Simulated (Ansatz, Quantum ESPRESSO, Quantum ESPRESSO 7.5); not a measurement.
# Band edges of W2CO2 MXene, 1 layer under strain

Wanted: deformation of the bands of W2CO2 MXene, 1 layer, driven from Python.

Method: plane-wave DFT, PBE, GBRV ultrasoft pseudopotentials (geometry by Ansatz 0.2.0 with PAW datasets; geometry under PBE), in Quantum ESPRESSO 7.5.

**1. The structure**

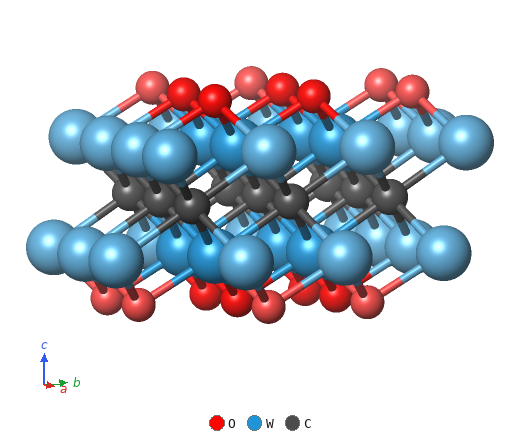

The cell as given, from the side, with the c axis up (oxygen red, tungsten blue, carbon dark grey). 2×2×1 cells are drawn. Some periodic images of atoms are drawn too.

The cell holds 5 atoms: 2 O, 2 W and 1 C. Cell: a = 3.125 Å, b = 3.125 Å, c = 19.684 Å, α = 90.0°, β = 90.0°, γ = 120.0°. It derives from W2CO2. Vacuum lies along c.

**2. Relaxation with Ansatz**

A relaxation in Ansatz fixes the structure of this slab for the runs on it.

The input, input.yaml:

```yaml
crystal:
  lattice:
    - [3.125408, 0.0, 0.0]
    - [-1.562704, 2.7066827252, 0.0]
    - [0.0, 0.0, 19.6843915819]
  atoms:
    - { symbol: O, position: [0.3333333333, 0.6666666667, 0.3810125382] }
    - { symbol: W, position: [0.6666666667, 0.3333333333, 0.4373512397] }
    - { symbol: C, position: [0.0, 0.0, 0.5] }
    - { symbol: W, position: [0.3333333333, 0.6666666667, 0.5626487603] }
    - { symbol: O, position: [0.6666666667, 0.3333333333, 0.6189874618] }
kpoints:
  mp_grid: { grid: [12, 12, 1] }
hamiltonian:
  xc: pbe
scf:
  occupations: { method: fermi_dirac, width: 0.05 }
  convergence: { dr2_threshold: 1.0e-08 }
efield:
  axis: 3
  dipole_correction: true
  ramp_position: 0.97
  ramp_width: 0.04
relax:
  f_tol: 0.01
  cell: { fix: [c, alpha, beta] }
output:
  write_potential: true
  write_density: true
  volumetric_format: npy
```

Started as:

```sh
$ ansatz run input.yaml --threads 2 --pin off --max-ram 4096MiB --backend cpu --events-out ev --progress --plain --runs-dir out
```

Numbers of over 12 decimals in the logs are rounded to 6 here.

The log of the run:

```text
Warning: relax.cell: scf.convergence.dr2_threshold = 1e-8 eV is looser than the 5e-10 eV advised for a relaxation that steers and ends on the stress (1e-10 eV for each atom of the cell: 5). What an SCF threshold leaves in a stress goes as its square root, and in the free energy as the threshold itself, and one threshold admits the most on a small cell: [figures from the program's tests cut] Set scf.convergence.dr2_threshold to 5e-10 eV or tighter. The threshold is an SCF's pass mark: one that does not reach it within its budget of iterations ends unconverged, or closes short of it on a stop that the run arms, and scf.convergence.dr2_threshold's page says what that costs each kind of run
Engine: ansatz 0.2.0, x86_64-unknown-linux-gnu
Pseudopotentials: kind: paw
Pseudopotential: O, paw, valence charge 6, recommended cutoff 420 eV (normal), O.paw.azcp
Pseudopotential: W, paw, valence charge 14, recommended cutoff 420 eV (normal), W.paw.azcp
Pseudopotential: C, paw, valence charge 4, recommended cutoff 420 eV (normal), C.paw.azcp
Functional definition: PBE
  parameter kappa = 0.804
  parameter beta = 0.066725
  exchange = pbe_x(kappa = kappa, mu = beta*pi^2/3)
  correlation = pbe_c(beta = beta)
Crystal: 5 atoms, lattice volume = 166.520 Å³
Basis set: ecut = 420 eV, 3221 PW (Γ), exchange–correlation on 48×48×270 points (8 copies of the dense FFT grid, shifted against one another)
Bands: 27, of which v1, the nominal top of the filled ones, is band 22 counted from 1 (21 counted from 0)
Symmetry: 6 space group operations
k-points: 19 of 144 (time reversal used)
Non-local potential: O, projectors of the file, l = 0: 2, l = 1: 2, l = 2: 1
Non-local potential: W, projectors of the file, l = 0: 3, l = 1: 2, l = 2: 2, l = 3: 1
Non-local potential: C, projectors of the file, l = 0: 2, l = 1: 2, l = 2: 1
PAW form: soft (Blöchl's): semilocal exchange-correlation on the pseudo side does not see the compensation charge
PAW one-centre angular grid: O, 110 points (default); XC on 64 Gauss nodes
PAW one-centre angular grid: W, 590 points (default); XC on 64 Gauss nodes
PAW one-centre angular grid: C, 110 points (default); XC on 64 Gauss nodes
Initial density: superposition of atomic densities (neutral atoms: chi_scale 0, normalization atom), corrected by the library's trained network
Initial wavefunctions: pseudopotential atomic-orbital guess
Functional: x = pbe(κ = 0.804, μ = 0.219515), c = pbe(β = 0.066725)
SCF iter   1: F=—  HF=-22154.357505 eV  |F-HF|=—  |Δ(HF+E_count)|=         —  Δρ=6.00e-3  dr2=8.47e-2  ethr=1.77e-3  p=-0.000 e·Å  D=-3.35e-4 V/Å  ΔV_dip=0.01 eV  dr2_dipole=1.45e-6  V_vac-E_F(+/−)=5.73/5.72 eV  ⟨swp⟩=9.2  Hψ=3034  notcnv=0
efield: sawtooth ramp at fractional position 0.9700 (set: `efield.ramp_position`, or a place that a band, a saddle search or an elastic batch's reference lends), width 0.0400; the density the first Hamiltonian is built on has a dipole p = -0.000 e·Å; the dipole correction subtracts the counter field D = -3.35e-4 V/Å, which shifts the + side's vacuum level by +0.01 eV against the − side's; the planar-averaged density in the ramp window peaks in size at 2.6e-5 e/Å³
preconditioner: auto → LDOS  [metal: Δε(μ)=0.027 eV  Ē_g=9.011 eV  σ=0.050 eV  W_gap=0.14  n_scr=12 (ndim 8)  ℏωp=15.2 eV  f_vac=0.637  D(μ)=3.68/eV (n_scr^D=12)  β→1.0]
SCF iter   2: F=—  HF=-22154.347927 eV  |F-HF|=—  |Δ(HF+E_count)|=   9.58e-3  Δρ=3.49e-3  dr2=1.73e-2  ethr=1.93e-4  p=-0.000 e·Å  D=-1.03e-4 V/Å  ΔV_dip=0.00 eV  dr2_dipole=1.07e-6  V_vac-E_F(+/−)=5.35/5.35 eV  ⟨swp⟩=3.2  Hψ=1121  notcnv=0
SCF iter   3: F=—  HF=-22154.344839 eV  |F-HF|=—  |Δ(HF+E_count)|=   3.09e-3  Δρ=1.23e-3  dr2=1.98e-3  ethr=3.94e-5  p=-0.000 e·Å  D=-4.47e-5 V/Å  ΔV_dip=0.00 eV  dr2_dipole=2.73e-7  V_vac-E_F(+/−)=5.44/5.44 eV  ⟨swp⟩=2.9  Hψ=1233  notcnv=0
SCF iter   4: F=—  HF=-22154.344433 eV  |F-HF|=—  |Δ(HF+E_count)|=   4.07e-4  Δρ=1.65e-4  dr2=6.85e-5  ethr=4.51e-6  p=-0.000 e·Å  D=-1.92e-5 V/Å  ΔV_dip=0.00 eV  dr2_dipole=7.18e-8  V_vac-E_F(+/−)=5.42/5.42 eV  ⟨swp⟩=2.1  Hψ=778  notcnv=0
SCF iter   5: F=—  HF=-22154.344467 eV  |F-HF|=—  |Δ(HF+E_count)|=   3.40e-5  Δρ=5.13e-5  dr2=3.73e-6  ethr=1.56e-7  p=-0.000 e·Å  D=-5.13e-6 V/Å  ΔV_dip=0.00 eV  dr2_dipole=6.77e-9  V_vac-E_F(+/−)=5.41/5.41 eV  ⟨swp⟩=3.1  Hψ=1009  notcnv=0
SCF iter   6: F=—  HF=-22154.344395 eV  |F-HF|=—  |Δ(HF+E_count)|=   7.16e-5  Δρ=1.15e-5  dr2=1.64e-7  ethr=8.49e-9  p=-0.000 e·Å  D=-3.55e-6 V/Å  ΔV_dip=0.00 eV  dr2_dipole=1.39e-9  V_vac-E_F(+/−)=5.41/5.41 eV  ⟨swp⟩=2.1  Hψ=907  notcnv=0
SCF iter   7: F=-22154.344396 eV  HF=-22154.344396 eV  |F-HF|=3.63e-8  |Δ(HF+E_count)|=   5.10e-7  Δρ=2.47e-6  dr2=7.62e-9  ethr=2.27e-11  p=-0.000 e·Å  D=-3.40e-6 V/Å  ΔV_dip=0.00 eV  dr2_dipole=1.46e-10  V_vac-E_F(+/−)=5.41/5.41 eV  ⟨swp⟩=9.9  Hψ=4918  notcnv=0
SCF 1 converged in 7 iterations: F = -22154.344396 eV  dr2 = 7.62e-9
  greatest PAW one-centre occupation: 1.000 electrons in one spin orbital (limit 2), on the W atom at site 3 (counted from 0), in its partial waves of l = 0
relax step   1: F+E_penalty+E_count = -22154.34439564 eV  Δ(F+E_penalty+E_count) = +0.000e0 eV  max|allowed force component| = 2.448e0 eV/Å  Δτ_max = 0.0000 Å  P = -5.054 GPa  Ω = 166.520 Å³  fix = [c, alpha, beta]  reactions: c -6.297 GPa  (7 SCF iters, accepted)
Crystal: 5 atoms, lattice volume = 165.667 Å³
Initial density: handed on by an earlier stage of this run
Initial wavefunctions: those handed on with the density
iter 1 solved again at ethr=9.43e-4 eV; its pass at ethr=3.10e-3 eV (dr2=4.15e-1 eV) is discarded
SCF iter   1: F=—  HF=-22154.701070 eV  |F-HF|=—  |Δ(HF+E_count)|=         —  Δρ=2.06e-2  dr2=4.19e-1  ethr=9.43e-4  p=0.000 e·Å  D=5.12e-6 V/Å  ΔV_dip=-0.00 eV  dr2_dipole=1.10e-10  V_vac-E_F(+/−)=6.25/6.25 eV  ⟨swp⟩=1.1  Hψ=4002  notcnv=0
efield: sawtooth ramp at fractional position 0.9700 (set: `efield.ramp_position`, or a place that a band, a saddle search or an elastic batch's reference lends), width 0.0400; the density the first Hamiltonian is built on has a dipole p = 0.000 e·Å; the dipole correction subtracts the counter field D = 5.12e-6 V/Å, which shifts the + side's vacuum level by -0.00 eV against the − side's; the planar-averaged density in the ramp window peaks in size at 2.0e-6 e/Å³
preconditioner: auto → LDOS  [insulator: Δε(μ)=0.136 eV  Ē_g=9.638 eV  σ=0.050 eV  W_gap=0.51  n_scr=12 (ndim 8)  ℏωp=15.3 eV  f_vac=0.662  D(μ)=1.48/eV (n_scr^D=6)  ε∞_Penn≈3.5  β→1.0]
[...]
SCF iter   8: F=-22154.746541 eV  HF=-22154.746541 eV  |F-HF|=7.23e-9  |Δ(HF+E_count)|=   6.31e-8  Δρ=8.34e-7  dr2=6.66e-10  ethr=2.27e-11  p=0.000 e·Å  D=2.33e-6 V/Å  ΔV_dip=-0.00 eV  dr2_dipole=1.85e-12  V_vac-E_F(+/−)=5.62/5.62 eV  ⟨swp⟩=11.9  Hψ=4337  notcnv=0
SCF 3 converged in 8 iterations: F = -22154.746541 eV  dr2 = 6.66e-10
relax step   3: F+E_penalty+E_count = -22154.74654120 eV  Δ(F+E_penalty+E_count) = -1.191e-1 eV  max|allowed force component| = 1.059e0 eV/Å  Δτ_max = 0.1385 Å  P = -0.733 GPa  Ω = 162.837 Å³  energy of the carried Pulay correction = +4.649e-3 eV  fix = [c, alpha, beta]  reactions: c -2.848 GPa  (8 SCF iters, accepted)
[...]
relax step   4: F+E_penalty+E_count = -22154.79722405 eV  Δ(F+E_penalty+E_count) = -5.068e-2 eV  max|allowed force component| = 2.177e-1 eV/Å  Δτ_max = 0.0472 Å  P = -0.163 GPa  Ω = 164.976 Å³  energy of the carried Pulay correction = +1.936e-3 eV  fix = [c, alpha, beta]  reactions: c -0.399 GPa  (7 SCF iters, accepted)
[...]
relax step   5: F+E_penalty+E_count = -22154.79715280 eV  Δ(F+E_penalty+E_count) = +7.125e-5 eV  max|allowed force component| = 1.647e-1 eV/Å  Δτ_max = 0.0081 Å  P = -0.164 GPa  Ω = 165.123 Å³  energy of the carried Pulay correction = +1.751e-3 eV  fix = [c, alpha, beta]  reactions: c -0.211 GPa  (6 SCF iters, accepted)
[...]
relax step   6: F+E_penalty+E_count = -22154.79832066 eV  Δ(F+E_penalty+E_count) = -1.168e-3 eV  max|allowed force component| = 5.399e-3 eV/Å  Δτ_max = 0.0074 Å  P = +0.011 GPa  Ω = 165.136 Å³  energy of the carried Pulay correction = +1.735e-3 eV  fix = [c, alpha, beta]  reactions: c +0.030 GPa  (6 SCF iters, accepted)
Initial wavefunctions: pseudopotential atomic-orbital guess (no wavefunctions were taken with the density)
iter 1 solved again at ethr=3.77e-7 eV; its pass at ethr=3.10e-3 eV (dr2=1.66e-4 eV) is discarded
SCF iter   1: F=—  HF=-22154.796797 eV  |F-HF|=—  |Δ(HF+E_count)|=         —  Δρ=3.97e-5  dr2=4.17e-7  ethr=3.77e-7  p=0.000 e·Å  D=6.64e-6 V/Å  ΔV_dip=-0.00 eV  dr2_dipole=7.06e-12  V_vac-E_F(+/−)=5.83/5.83 eV  ⟨swp⟩=4.6  Hψ=4743  notcnv=0
efield: sawtooth ramp at fractional position 0.9700 (set: `efield.ramp_position`, or a place that a band, a saddle search or an elastic batch's reference lends), width 0.0400; the density the first Hamiltonian is built on has a dipole p = 0.000 e·Å; the dipole correction subtracts the counter field D = 6.64e-6 V/Å, which shifts the + side's vacuum level by -0.00 eV against the − side's; the planar-averaged density in the ramp window peaks in size at 5.8e-6 e/Å³
preconditioner: auto → LDOS  [insulator: Δε(μ)=0.232 eV  Ē_g=9.322 eV  σ=0.050 eV  W_gap=0.62  n_scr=12 (ndim 8)  ℏωp=15.3 eV  f_vac=0.648  D(μ)=1.30/eV (n_scr^D=6)  ε∞_Penn≈3.7  β→1.0]
SCF iter   2: F=—  HF=-22154.796683 eV  |F-HF|=—  |Δ(HF+E_count)|=   1.14e-4  Δρ=2.20e-5  dr2=6.26e-7  ethr=9.48e-10  p=0.000 e·Å  D=7.26e-6 V/Å  ΔV_dip=-0.00 eV  dr2_dipole=3.60e-11  V_vac-E_F(+/−)=5.83/5.83 eV  ⟨swp⟩=4.3  Hψ=1453  notcnv=0
SCF iter   3: F=—  HF=-22154.796683 eV  |F-HF|=—  |Δ(HF+E_count)|=   1.08e-7  Δρ=8.76e-6  dr2=1.28e-7  ethr=9.48e-10  p=0.000 e·Å  D=6.61e-6 V/Å  ΔV_dip=-0.00 eV  dr2_dipole=9.82e-13  V_vac-E_F(+/−)=5.83/5.83 eV  ⟨swp⟩=2.6  Hψ=833  notcnv=0
SCF iter   4: F=-22154.796683 eV  HF=-22154.796683 eV  |F-HF|=5.40e-9  |Δ(HF+E_count)|=   9.95e-9  Δρ=2.21e-6  dr2=6.74e-9  ethr=2.27e-11  p=0.000 e·Å  D=6.63e-6 V/Å  ΔV_dip=-0.00 eV  dr2_dipole=1.48e-12  V_vac-E_F(+/−)=5.83/5.83 eV  ⟨swp⟩=13.8  Hψ=4975  notcnv=0
SCF 7 converged in 4 iterations: F = -22154.796683 eV  dr2 = 6.74e-9
relax step   7: F+E_penalty+E_count = -22154.79668267 eV  Δ(F+E_penalty+E_count) = +1.638e-3 eV  max|allowed force component| = 5.285e-3 eV/Å  Δτ_max = 0.0000 Å  P = -0.004 GPa  Ω = 165.136 Å³  fix = [c, alpha, beta]  reactions: c +0.023 GPa  stress off target by 1.79e-2 GPa on what of the cell is left free  SCF on the basis re-selected at this cell (its energy is not comparable with the rows above)  (4 SCF iters)
basis re-selected at this cell: Δ(F+E_penalty+E_count) = +1.638e-3 eV, ΔP = -0.016 GPa vs the last step (what re-selecting the basis moved, of the pressure what is left beyond the Pulay correction that the steps carried, after the strain that the cell walked since its last selection, with what the two solves' SCF thresholds leave and, on support functions, any second-order correction that the steps lacked; it is no m [...]
WARN: The output density's exchange-correlation potential varies sharply where the density is thin. Do not read a vacuum level from v_tot or v_xc, or from such a field of the output density. On a cell that repeats whose density bears no net charge and no dipole along the vacuum's axis use v_es (v_loc + v_h of the components); under efield.dipole_correction with no amplitude use v_es + v_field, which holds any externa [...]
SCF converged after 4 iterations
Free energy (F): -22154.796683 eV
Harris-Foulkes:  -22154.796683 eV  (|F-HF|=5.40e-9)
Internal energy: -22154.785837 eV  (E = F + TS)
E sigma→0 (E₀):  -22154.791260 eV
Entropy (-TS):   -0.010846 eV (-2.169 meV/atom)
Fermi energy:    1.731215 eV
Dipole field:    D = 0.000008 V/Å  (p = 0.000008 e·Å, saw-weighted, corrected)
Work function:   Φ+ = 5.8295 eV   Φ− = 5.8296 eV
Levels:          The Fermi level and band energies are counted from a zero that moves with the ramp; work functions are not
--- Per-component energies (eV) ---
  E_band       = -920.947859
  E_kinetic    = 1341.838386
  E_local      = -38500.699505  (includes V_loc(G=0)·N_el)
  E_nonlocal   = 121.807978
  E_hartree    = 18584.285854
  E_xc         = -729.986977
  E_vxc        = -726.024443  (∫ρ·V_xc dr)
  E_paw        = -17538.919721  (= ΣΔE_a)
  E_vpaw       = -326.451983  (= ΣTr[D̂ρ^β])
  E_aug_tail   = 0.004698  (compensation charges beyond the density's cutoff)
  E_efield     = 0.000000  (sawtooth field / dipole correction)
  E_vefield    = -0.000073  (∫n·V_field dr)
  E_ewald      = 14566.883450
  E_smearing   = -0.010846  (= −TS)
  E_closure    = 0.000000  (closes the sum)
  Σ components = -22154.796683   (vs F -22154.796683, Δ=0.00e0)
--- Forces (eV/Å), atoms counted from 1 ---
  atom   1  O      0.00000000    -0.00000000    -0.00528484
  atom   2  W      0.00000000     0.00000000    -0.00068408
  atom   3  C      0.00000000     0.00000000     0.00000094
  atom   4  W      0.00000000    -0.00000000     0.00068178
  atom   5  O      0.00000000     0.00000000     0.00528509
  max |Σ_I F_I| component: 1.10e-6 eV/Å
--- Stress (GPa, compression-positive) ---
       -0.017893      -0.000000       0.000000
       -0.000000      -0.017893      -0.000000
        0.000000      -0.000000       0.022982
  P = ⅓ Tr σ = -0.0043 GPa (-0.043 kbar)
--- Band table (eV; the first three rows and the last of 19) ---
  k-point 0: bands = [... 18 lower, -1.1257, -1.1257, -0.8770, -0.8770, 0.9139, 2.3934, 2.3934, 3.1366, ... 1 higher]
  k-point 1: bands = [... 18 lower, -1.7754, -1.0937, -0.4835, -0.2160, 1.0084, 2.4941, 2.5050, 3.2820, ... 1 higher]
  k-point 2: bands = [... 18 lower, -2.3372, -1.2076, -0.5236, 0.4189, 1.4246, 2.6638, 2.8833, 3.6321, ... 1 higher]
  k-point 18: bands = [... 18 lower, -2.8453, -2.8453, 0.9976, 1.0886, 1.0886, 3.5396, 3.5396, 4.2420, ... 1 higher]
--- Relaxed structure (6 steps of the walk, 6 accepted, 1 SCFs on fresh bases) ---
  F+E_penalty+E_count = -22154.79668267 eV   max|allowed force component| = 5.285e-3 eV/Å   (the final SCF, on the basis selected at the relaxed cell)
  cell:  # Å, volume = 165.1364 Å³
    - [3.112397, 0, 0]
    - [-1.556199, 2.695415, 0]
    - [0, 0, 19.6843915819]
  atoms:
    - { symbol: O, position: [0.333333, 0.666667, 0.386265] }
    - { symbol: W, position: [0.666667, 0.333333, 0.443901] }
    - { symbol: C, position: [0, 0, 0.500000] }
    - { symbol: W, position: [0.333333, 0.666667, 0.556099] }
    - { symbol: O, position: [0.666667, 0.333333, 0.613735] }
```

Elapsed: 15 s, on 2 threads of Intel Xeon 6975P-C (Granite Rapids), shared host; peak memory 0.5 GiB.

The steps of the relaxation:

```
step  energy less that of the first step (eV)  largest force component (eV/Å)  pressure (GPa)  volume (Å³)
   1                                   0.0000                          2.4478           -5.05       166.52
   2                                  -0.2830                          2.0686            3.79       165.67
   3                                  -0.4021                          1.0586           -0.73       162.84
   4                                  -0.4528                          0.2177           -0.16       164.98
   5                                  -0.4528                          0.1647           -0.16       165.12
   6                                  -0.4539                          0.0054            0.01       165.14
  7*                                  -0.4523                          0.0053            0.00       165.14
```

Relaxation steps marked * repeat the geometry before them on a plane-wave basis chosen anew for their cell, so energy and pressure can jump there.

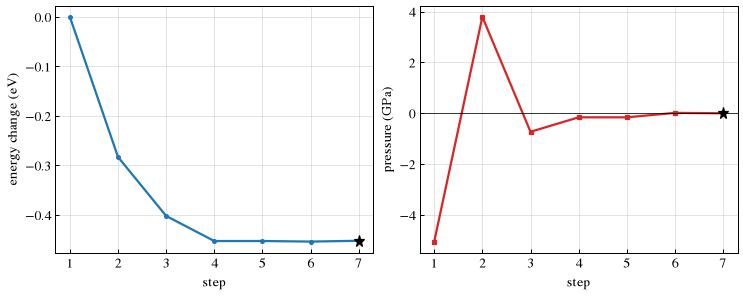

Energy and pressure along the relaxation. Stars mark steps on a basis chosen anew.

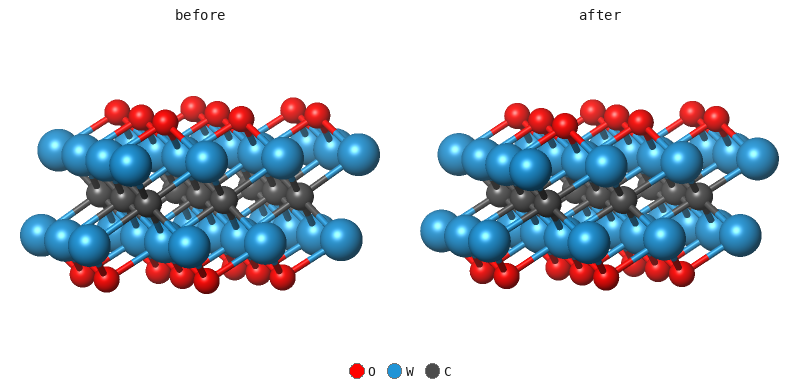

Before and after, at one scale.

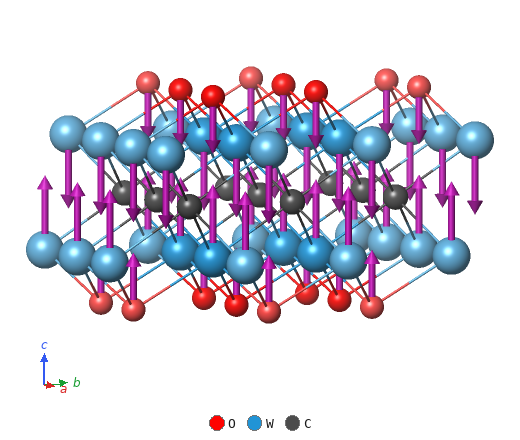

Displacements in the relaxation, exaggerated, measured against the changing cell; the longest in the cell stands for 0.13 Å. 2×2×1 cells are drawn. Some periodic images of atoms are drawn too.

```
cell as run  before  after  change
      a (Å)   3.125  3.112  -0.4 %
      b (Å)   3.125  3.112  -0.4 %
```

The atoms that moved most (Å, along periodic axes as changes of fractional coordinates times the final cell, across vacuum about the mean position):

```
atom     dx     dy      dz  length
  W4  0.000  0.000  -0.129   0.129
  W2  0.000  0.000   0.129   0.129
  O1  0.000  0.000   0.103   0.103
  O5  0.000  0.000  -0.103   0.103
```

The relaxed structure:

```xyz
5
Lattice="3.1124 0.0000 0.0000 -1.5562 2.6954 0.0000 0.0000 0.0000 19.6844" Properties=species:S:1:pos:R:3
O     0.0000    1.7969    7.6034
W     1.5562    0.8985    8.7379
C     0.0000    0.0000    9.8422
W     0.0000    1.7969   10.9465
O     1.5562    0.8985   12.0810
```

This step gave:

- free energy: -22154.7967 eV
- energy at zero smearing: -22154.7913 eV
- smearing term TS: 0.01085 eV
- Fermi energy: 1.731 eV
- symmetry operations: 6
- work function of the upper face: 5.829 eV
- work function of the lower face: 5.830 eV
- dipole along the normal: 7.70e-6 e·Å

[end of part 1 of 2]

[Logs are printed without paths, hosts, clocks, repeated set-up lines and the standing remarks that a program may print on its own settings, such as how far it seeks lower states.]

[Hosts, paths, dates, database ids (printed as entryN), source tags and the programs' standing remarks are cut or masked in the printed files.]

[Maps of the electrostatic potential energy from Ansatz leave out the sawtooth potential of an applied field or a dipole correction, so their vacuum need not be flat; planar profiles and work functions include it.]
